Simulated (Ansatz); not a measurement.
**C₂H₅F₂NS (SMILES NC(F)(F)CS): density, localisation and related maps**

Input

```
crystal:
  periodic: [false, false, false]
  atoms:
    - { symbol: "N", position_ang: [-1.5389, -0.6794, 0.067] }
    - { symbol: C, position_ang: [-0.1565, -0.4767, 0.0932] }
    - { symbol: F, position_ang: [0.2195, -0.7947, 1.3293] }
    - { symbol: F, position_ang: [0.4292, -1.3934, -0.7468] }
    - { symbol: C, position_ang: [0.322, 0.9237, -0.301] }
    - { symbol: S, position_ang: [2.1383, 1.1319, -0.2051] }
    - { symbol: H, position_ang: [-1.8047, -0.751, -0.9212] }
    - { symbol: H, position_ang: [-1.7179, -1.5268, 0.4736] }
    - { symbol: H, position_ang: [-0.1043, 1.686, 0.4446] }
    - { symbol: H, position_ang: [0.012, 1.1811, -1.2796] }
    - { symbol: H, position_ang: [2.2666, 0.6426, 1.0665] }
basis:
  gaussian: { orbitals: def2-SVP }
hamiltonian:
  xc: pbe
  dispersion: d4
relax:
  f_tol: 0.015
  max_steps: 40
output:
  orbitals: {}
```

Command:

```sh
ansatz run input.yaml --threads 2 --pin off --max-ram 3072MiB --backend cpu --events-out ev --progress --plain --runs-dir out
```

The fields are those of the relaxed geometry.

Level of theory: RKS PBE-D4/def2-SVP (Ansatz 0.2.0).

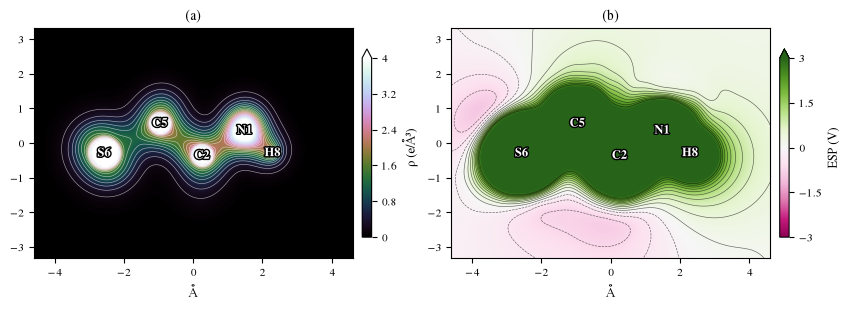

Figure 1. (a) electron density; (b) electrostatic potential on the plane of atoms C2, N1 and H8.

Describe what can be read from this map.

The section cuts through N, C, S and H sites. C–N (1.42 Å): ρ at the midpoint is about 2.1 e/Å³. C–C (1.53 Å): the density is about 1.7 e/Å³ at the midpoint. C–S (1.82 Å): ρ at the midpoint is about 1.2 e/Å³. N–H (1.03 Å): the density is about 2.7 e/Å³ at the midpoint. Outside the dense part of the molecule the potential is most negative (−0.9 V) near S6.

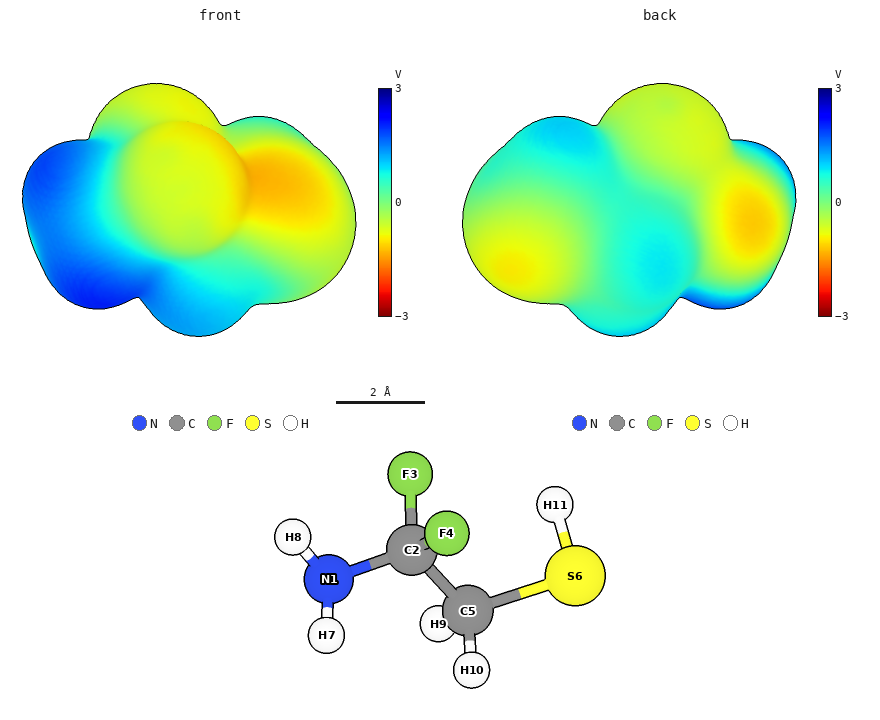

Figure 2. The molecular electrostatic potential painted on the density surface at 0.002 e/bohr³, seen from the front and from behind; the colour scale runs from red (negative) to blue (positive). The bare structure is drawn below in the same view.

Which sites attract a positive test charge, and which a negative one?

A positive charge is drawn to the negative regions and a negative charge to the positive ones. The most negative region (about −1.3 V) lies over F4 and S6, the most positive (about +2.0 V) over H7.

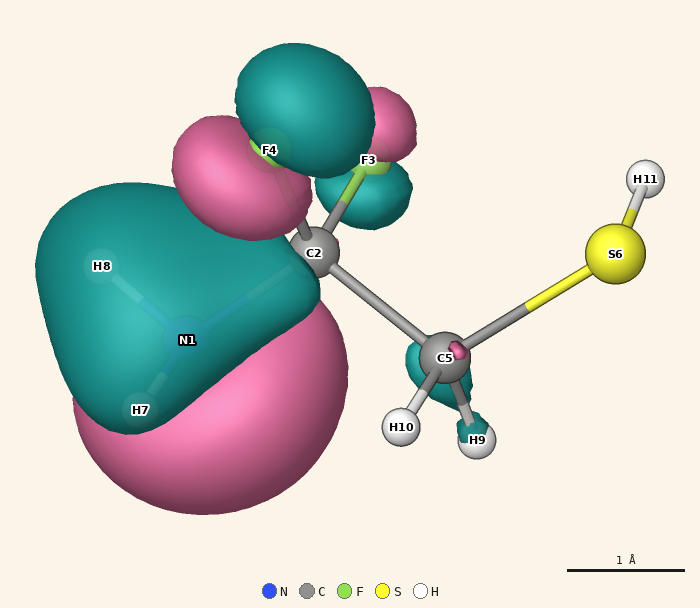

Figure 3. The HOMO−1 at ±0.1 Å⁻³ᐟ² (teal and pink are the two phases), seen at a tilt.

Where does this orbital lie, and at what energy?

Its weight (Hirshfeld) is mainly on N1 (about 70 %), F4 (about 10 %) and C2 (about 5 %); largely a lone pair of N1. Its energy is −6.54 eV.
